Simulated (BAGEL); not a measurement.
# C2H7Ga (SMILES [CH3][GaH][CH3]): a chain of runs

Wanted: a single-point energy (HF/def2-SVP), then a single-point energy (NEVPT2(2,2)/def2-SVP), then a single-point energy (CASPT2(2,2)/def2-SVP) of C2H7Ga. 

The calculation is run with BAGEL 1.2.2.

**1. The structure to begin with**

C2H7Ga has 10 atoms, charge 0, and is taken as a singlet. SMILES: `[CH3][GaH][CH3]`. One bond was lengthened or shortened from a relaxed shape.

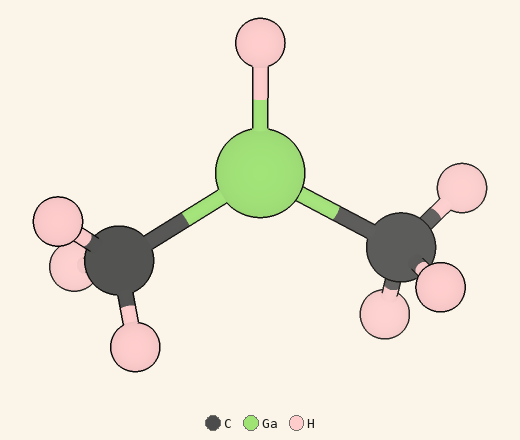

The structure, seen from a chosen angle (carbon dark grey, gallium green, hydrogen pink).

**2. A single-point energy at HF/def2-SVP (density fitting with svp-jkfit) (run 1)**

The input, input.json:

```json
{ "bagel" : [

{
  "title" : "molecule",
  "basis" : "svp",
  "df_basis" : "svp-jkfit",
  "geometry" : [
    { "atom" : "C", "xyz" : [    -1.87626372,     2.30937194,    -1.10809194 ] },
    { "atom" : "Ga", "xyz" : [     1.35970330,     0.65264904,    -0.29456484 ] },
    { "atom" : "C", "xyz" : [     1.42111940,    -2.34748015,     1.91301322 ] },
    { "atom" : "H", "xyz" : [    -2.89827296,     1.16066979,    -2.92567399 ] },
    { "atom" : "H", "xyz" : [    -1.63437877,     4.27657683,    -1.67444286 ] },
    { "atom" : "H", "xyz" : [    -3.19208002,     2.21942097,     0.48003390 ] },
    { "atom" : "H", "xyz" : [     3.90762103,     1.73054882,    -1.41195990 ] },
    { "atom" : "H", "xyz" : [     1.43283570,    -1.72859485,     3.88853291 ] },
    { "atom" : "H", "xyz" : [     3.09881825,    -3.50852788,     1.61746005 ] },
    { "atom" : "H", "xyz" : [    -0.26281555,    -3.51306323,     1.65449869 ] }
  ]
},

{ "title" : "hf", "charge" : 0 },

{ "title" : "print", "file" : "orbitals.molden", "orbitals" : true }

]}
```

Started as:

```bash
BAGEL_NUM_THREADS=1 BAGEL input.json > input.out
```

Output:

```text
* using 1 threads per process

  ===============================================================
  ===============================================================

  *** Geometry ***

  { "atom" : "C", "xyz" : [     -1.876264,      2.309372,     -1.108092 ] },
  { "atom" : "Ga", "xyz" : [      1.359703,      0.652649,     -0.294565 ] },
  { "atom" : "C", "xyz" : [      1.421119,     -2.347480,      1.913013 ] },
  { "atom" : "H", "xyz" : [     -2.898273,      1.160670,     -2.925674 ] },
  { "atom" : "H", "xyz" : [     -1.634379,      4.276577,     -1.674443 ] },
  { "atom" : "H", "xyz" : [     -3.192080,      2.219421,      0.480034 ] },
  { "atom" : "H", "xyz" : [      3.907621,      1.730549,     -1.411960 ] },
  { "atom" : "H", "xyz" : [      1.432836,     -1.728595,      3.888533 ] },
  { "atom" : "H", "xyz" : [      3.098818,     -3.508528,      1.617460 ] },
  { "atom" : "H", "xyz" : [     -0.262816,     -3.513063,      1.654499 ] },

  Number of auxiliary basis functions:      542

  Since a DF basis is specified, we compute 2- and 3-index integrals:
    o Being stored without compression. Storage requirement is 0.039 GB

  Number of basis functions:       95
  Number of electrons      :       50

    * METHOD: MOLECULE                             0.61

  *** RHF ***

  === Nuclear Repulsion ===
   181.5969084072

      * DIIS with orbital gradients will be used.

  === RHF iteration (svp) ===
      0      -2002.58060428          0.01490684           0.18
      1      -2002.70339060          0.00704035           0.17
      2      -2002.73042284          0.00118287           0.16
      3      -2002.73169486          0.00041417           0.16
      4      -2002.73178285          0.00006819           0.17
      5      -2002.73178853          0.00001703           0.16
      6      -2002.73178884          0.00000475           0.16
      7      -2002.73178886          0.00000172           0.17
      8      -2002.73178887          0.00000058           0.16
      9      -2002.73178887          0.00000017           0.17
     10      -2002.73178887          0.00000008           0.16
     11      -2002.73178887          0.00000004           0.16
     12      -2002.73178887          0.00000001           0.17
     13      -2002.73178887          0.00000000           0.16
    * SCF iteration converged.

    * Permanent dipole moment:
           (    0.162121,     0.057282,    -0.132319) a.u.

    * METHOD: HF                                   2.88

    * METHOD: PRINT                                0.04

  ===============================================================
```

Run time: 3.9 s. Hardware: 1 thread of Intel Xeon Platinum 8259CL at 2.50GHz (Skylake/Cascade Lake), shared host; peak memory 0.16 GiB.

**3. A single-point energy at NEVPT2(2,2)/def2-SVP (density fitting with svp-jkfit) (run 2)**

The input, calc.json:

```json
{ "bagel": [

{
  "title": "molecule",
  "basis": "svp",
  "df_basis": "svp-jkfit",
  "angstrom": "false",
  "geometry": [
    { "atom": "C", "xyz": [ -1.87626372,  2.30937194, -1.10809194 ] },
    { "atom": "Ga", "xyz": [  1.35970330,  0.65264904, -0.29456484 ] },
    { "atom": "C", "xyz": [  1.42111940, -2.34748015,  1.91301322 ] },
    { "atom": "H", "xyz": [ -2.89827296,  1.16066979, -2.92567399 ] },
    { "atom": "H", "xyz": [ -1.63437877,  4.27657683, -1.67444286 ] },
    { "atom": "H", "xyz": [ -3.19208002,  2.21942097,  0.48003390 ] },
    { "atom": "H", "xyz": [  3.90762103,  1.73054882, -1.41195990 ] },
    { "atom": "H", "xyz": [  1.43283570, -1.72859485,  3.88853291 ] },
    { "atom": "H", "xyz": [  3.09881825, -3.50852788,  1.61746005 ] },
    { "atom": "H", "xyz": [ -0.26281555, -3.51306323,  1.65449869 ] }
  ]
},
{ "title": "hf" },
{ "title": "nevpt2", "nstate": 1, "nact": 2, "nclosed": 24, "active": [23, 30], "maxiter": 200, "natocc": "true", "ncore": 11 },
{ "title": "print", "file": "orbitals.molden", "orbitals": "true" }

]}
```

Started as:

```bash
BAGEL_NUM_THREADS=1 BAGEL calc.json > calc.out
```

Output:

```text
* using 1 threads per process

  ===============================================================
  ===============================================================

  *** Geometry ***

  { "atom" : "C", "xyz" : [     -1.876264,      2.309372,     -1.108092 ] },
  { "atom" : "Ga", "xyz" : [      1.359703,      0.652649,     -0.294565 ] },
  { "atom" : "C", "xyz" : [      1.421119,     -2.347480,      1.913013 ] },
[... 6 lines of this table left out ...]
  { "atom" : "H", "xyz" : [     -0.262816,     -3.513063,      1.654499 ] },

  Number of auxiliary basis functions:      542

  Since a DF basis is specified, we compute 2- and 3-index integrals:
    o Being stored without compression. Storage requirement is 0.039 GB

  Number of basis functions:       95
  Number of electrons      :       50

    * METHOD: MOLECULE                             0.62

  *** RHF ***

  === Nuclear Repulsion ===
   181.5969084072

      * DIIS with orbital gradients will be used.

  === RHF iteration (svp) ===
      0      -2002.58060428          0.01490684           0.15
      1      -2002.70339060          0.00704035           0.17
      2      -2002.73042284          0.00118287           0.15
[... 10 lines of this table left out ...]
     13      -2002.73178887          0.00000000           0.12
    * SCF iteration converged.

    * Permanent dipole moment:
           (    0.162121,     0.057282,    -0.132319) a.u.

    * METHOD: HF                                   2.34

    * freezing 11 orbitals
  ---------------------------
      CASSCF calculation
  ---------------------------

    ==== Active orbitals : =====
         Orbital 23
         Orbital 30
    ============================

    * nstate   :      1
    * nclosed  :     24
    * nact     :      2
    * nvirt    :     69
  === CASSCF iteration (svp) ===

    * Using the second-order algorithm

      0  0     -2002.73315483     2.46e-04      0.04

      1  0     -2002.74890636     1.08e-03      0.81
[... 15 lines of this table left out ...]
      9  0     -2002.75114947     3.48e-09      0.67

    * Second-order optimization converged. *

     guess   0:   closed 1.                   open ..

  === FCI iteration ===

      0  0     -2002.73143513     8.13e-02      0.00
      1  0     -2002.75114863     4.15e-04      0.00
      2  0 *   -2002.75114947     1.22e-15      0.00

     * ci vector, state   0, <S^2> = 0.0000
       2.     0.9927278257
       .2    -0.1203804971

  === DF-NEVPT2 calculation ===

    * 3-index integral transformation done
    * assembly done

      NEVPT2 correlation energy:   -0.4964423774      0.34

          (+0)     -0.4426911786
          (+0)'    -0.0158746647
          (+1)     -0.0041469012
          (+1)'    -0.0000000000
          (+2)     -0.0002583641
          (-1)     -0.0250538234
          (-1)'     0.0000000000
          (-2)     -0.0084174454

      NEVPT2 total energy:       -2003.2475918522

    * METHOD: NEVPT2                               8.27

    * METHOD: PRINT                                0.03

  ===============================================================
```

Wall time 12 s (1 thread of Intel Xeon Platinum 8259CL at 2.50GHz (Skylake/Cascade Lake), shared host); peak memory 0.16 GiB.

**4. The energy at CASPT2(2,2)/def2-SVP (density fitting with svp-jkfit) (run 3)**

The input, input.json:

```json
{ "bagel": [

{
  "title": "molecule",
  "basis": "svp",
  "df_basis": "svp-jkfit",
  "geometry": [
    { "atom": "C", "xyz": [    -1.87626372,     2.30937194,    -1.10809194 ] },
    { "atom": "Ga", "xyz": [     1.35970330,     0.65264904,    -0.29456484 ] },
    { "atom": "C", "xyz": [     1.42111940,    -2.34748015,     1.91301322 ] },
    { "atom": "H", "xyz": [    -2.89827296,     1.16066979,    -2.92567399 ] },
    { "atom": "H", "xyz": [    -1.63437877,     4.27657683,    -1.67444286 ] },
    { "atom": "H", "xyz": [    -3.19208002,     2.21942097,     0.48003390 ] },
    { "atom": "H", "xyz": [     3.90762103,     1.73054882,    -1.41195990 ] },
    { "atom": "H", "xyz": [     1.43283570,    -1.72859485,     3.88853291 ] },
    { "atom": "H", "xyz": [     3.09881825,    -3.50852788,     1.61746005 ] },
    { "atom": "H", "xyz": [    -0.26281555,    -3.51306323,     1.65449869 ] }
  ]
},

{ "title": "hf" },

{ "title": "casscf", "nstate": 1, "nact": 2, "nclosed": 24, "active": [23, 30], "maxiter": 200, "natocc": "true" },

{ "title": "print", "file": "orbitals.molden", "orbitals": "true" },

{ "title": "smith", "method": "caspt2", "ms": "true", "xms": "true", "sssr": "true", "shift": 0.2, "shift_imag": "true", "ncore": 11 }

]}
```

Started as:

```bash
BAGEL_NUM_THREADS=1 BAGEL input.json > input.out
```

Output:

```text
* using 1 threads per process

  ===============================================================
  ===============================================================

  *** Geometry ***

  { "atom" : "C", "xyz" : [     -1.876264,      2.309372,     -1.108092 ] },
  { "atom" : "Ga", "xyz" : [      1.359703,      0.652649,     -0.294565 ] },
  { "atom" : "C", "xyz" : [      1.421119,     -2.347480,      1.913013 ] },
[... 6 lines of this table left out ...]
  { "atom" : "H", "xyz" : [     -0.262816,     -3.513063,      1.654499 ] },

  Number of auxiliary basis functions:      542

  Since a DF basis is specified, we compute 2- and 3-index integrals:
    o Being stored without compression. Storage requirement is 0.039 GB

  Number of basis functions:       95
  Number of electrons      :       50

    * METHOD: MOLECULE                             0.68

  *** RHF ***

  === Nuclear Repulsion ===
   181.5969084072

      * DIIS with orbital gradients will be used.

[... 6 lines left out ...]
    * SCF iteration converged.
[... 1 line left out ...]
    * Permanent dipole moment:
[... 27 lines left out ...]
    * Second-order optimization converged. *
[... 9 lines left out ...]
     * ci vector, state   0, <S^2> = 0.0000
[... 16 lines left out ...]
    * Zeroth order energy : state  0       -1.0376993388
[... 3 lines left out ...]
      -------------------------------------------  CASPT2 iteration  ---------------------------------------------------
       #      aibj      arbs      arbi      airj      risj      airs      arst      rist         Etot      error   time
      ------------------------------------------------------------------------------------------------------------------

       0  -0.44145  -0.01005  -0.02561  -0.00453  -0.00037  -0.01377  -0.00000  -0.00000   -0.4957829  0.0012994   0.24
       1  -0.44164  -0.01011  -0.02572  -0.00463  -0.00041  -0.01417  -0.00000  -0.00000   -0.4966825  0.0002471   0.20
       2  -0.44165  -0.01012  -0.02572  -0.00464  -0.00041  -0.01418  -0.00000  -0.00000   -0.4967208  0.0000536   0.22
       3  -0.44165  -0.01012  -0.02572  -0.00463  -0.00041  -0.01419  -0.00000  -0.00000   -0.4967223  0.0000121   0.22
       4  -0.44165  -0.01012  -0.02572  -0.00463  -0.00041  -0.01419   0.00000  -0.00000   -0.4967224  0.0000025   0.26
       5  -0.44165  -0.01012  -0.02572  -0.00463  -0.00041  -0.01419  -0.00000   0.00000   -0.4967224  0.0000005   0.33

      ------------------------------------------------------------------------------------------------------------------

    * CASPT2 energy : state  0    -2003.2502417870
        w/o shift correction      -2003.2478718534
        reference weight              0.8664519883

    * METHOD: SMITH                                2.10

  ===============================================================
```

It took 15 s on 1 thread of Intel Xeon Platinum 8259CL at 2.50GHz (Skylake/Cascade Lake), shared host; peak memory 0.28 GiB.

**5. What came out**

```
                                 quantity           value
         run 1, HF/def2-SVP: total energy  -2002.73179 Eh
        run 1, HF/def2-SVP: dipole moment          0.55 D
          run 1, HF/def2-SVP: HOMO energy       -10.60 eV
          run 1, HF/def2-SVP: LUMO energy         1.89 eV
        run 1, HF/def2-SVP: HOMO–LUMO gap        12.49 eV
run 2, NEVPT2(2,2)/def2-SVP: total energy  -2003.24759 Eh
run 3, CASPT2(2,2)/def2-SVP: total energy  -2003.25024 Eh
```
